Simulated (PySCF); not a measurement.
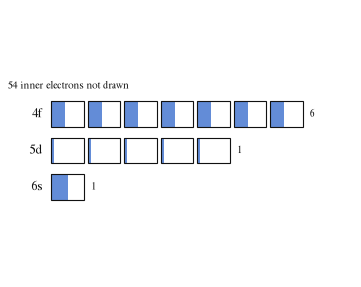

**Figure 1.** The outer shells of the nominal configuration: a box for each of the 2l + 1 orbitals, shaded by the share of the shell that is filled, with the electron count at the right.

**Atomic calculation for Eu⁺**

Eu⁺, configuration 1s2 2s2 2p6 3s2 3p6 3d10 4s2 4p6 4d10 4f6 5s2 5p6 5d1 6s1, multiplicity 9. Computed at this level: unrestricted PBE, ANO-RCC-VTZP, spin-free X2C-1e, Gaussian nucleus (PySCF).

### Input
```python
from pyscf import gto, scf, dft, mp, cc
import basis_set_exchange as bse
mol = gto.M(atom="Eu 0 0 0", charge=1, spin=8, symmetry="D2h",
            basis=gto.basis.parse(bse.get_basis("ANO-RCC-VTZP", elements=["Eu"], fmt="nwchem")),
            nucmod="G")
mf = dft.UKS(mol, xc="PBE").sfx2c1e()
mf.irrep_nelec = {'Ag': (10, 9), 'B1g': (3, 2), 'B2g': (2, 2), 'B3g': (2, 2), 'Au': (1, 0), 'B1u': (5, 4), 'B2u': (6, 4), 'B3u': (6, 4)}
mf.kernel()
```

The script is an equivalent of what the driver set up; the driver started from orbitals of its own, so the log can be shorter than this script's would be, and it computed the properties (radii, ⟨L²⟩, response) afterwards. It held the occupations shell by shell, which the script's counts by irreducible representation don't always enforce.

Hardware: 1 CPU thread, shared host.

### Output (extracts)
```
damping factor = 0
level_shift factor = 0
DIIS = <class 'pyscf.scf.diis.CDIIS'>
diis_start_cycle = 1
diis_space = 10
diis_damp = 0
SCF conv_tol = 1e-09
SCF conv_tol_grad = None
number electrons alpha = 35  beta = 27
XC functionals = PBE
    J. P. Perdew, K. Burke, and M. Ernzerhof.,  Phys. Rev. Lett. 77, 3865 (1996)
    J. P. Perdew, K. Burke, and M. Ernzerhof.,  Phys. Rev. Lett. 78, 1396 (1997)
    J. P. Perdew, K. Burke, and M. Ernzerhof.,  Phys. Rev. Lett. 77, 3865 (1996)
    J. P. Perdew, K. Burke, and M. Ernzerhof.,  Phys. Rev. Lett. 78, 1396 (1997)
cycle= 1 E= -10842.6142158923  delta_E= -0.0193  |g|= 0.193  |ddm|= 0.264
cycle= 2 E= -10842.6088052519  delta_E= 0.00541  |g|= 0.274  |ddm|= 0.124
cycle= 3 E= -10842.6187272071  delta_E= -0.00992  |g|= 0.011  |ddm|= 0.0797
cycle= 4 E= -10842.6187611623  delta_E= -3.4e-05  |g|= 0.00139  |ddm|= 0.0271
cycle= 5 E= -10842.6187653337  delta_E= -4.17e-06  |g|= 0.000783  |ddm|= 0.0154
cycle= 6 E= -10842.6187672577  delta_E= -1.92e-06  |g|= 5.39e-05  |ddm|= 0.0196
cycle= 7 E= -10842.6187672582  delta_E= -5.98e-10  |g|= 1.08e-05  |ddm|= 0.000226
converged SCF energy = -10842.6187672582  <S^2> = 20.001801  2S+1 = 9.0004003
```

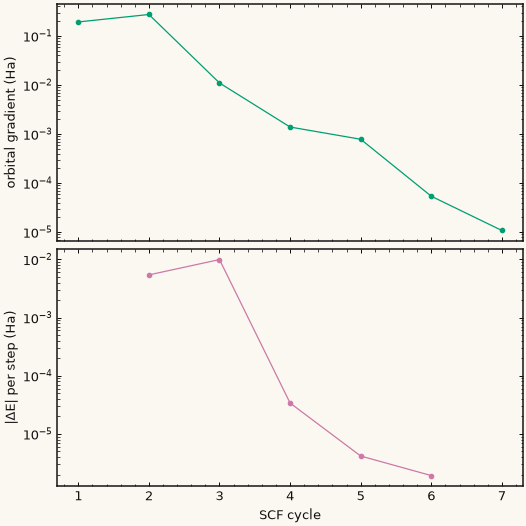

**Figure 2.** Convergence: orbital gradient and change of the energy from step to step (the smallest changes aren't drawn) against the SCF cycle. The residual falls almost steadily, with no more than small rises or pauses. It goes from 0.19 to 1.1×10⁻⁵ in 7 steps.

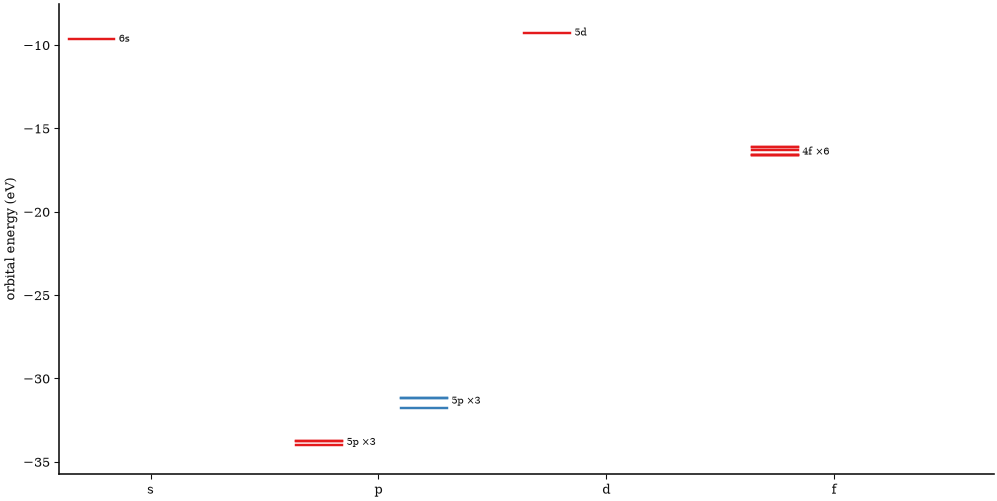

**Figure 3.** Orbital energies of the mean field, from the top down to −34.0 eV, by angular momentum, α spin at the left of each column and β at the right; ×n counts the orbitals under one label. Empty levels that the record names by l alone aren't drawn. The highest filled orbital is 5d α at −9.27 eV, the lowest empty one f α at −16.0 eV.

### Key numbers

- outcome: converged
- total energy: −10842.6188 hartree
- ⟨S²⟩: 20.002
- ⟨L²⟩: 18.17
- SCF iterations: 7
- CPU time: 5.3 s (integrals apart)

### Remarks

The driver held the occupations shell by shell, and empty f levels lie below the filled 5d. This is not the ground configuration of the species. ⟨L²⟩ departs from that of the intended term, so the determinant mixes terms.
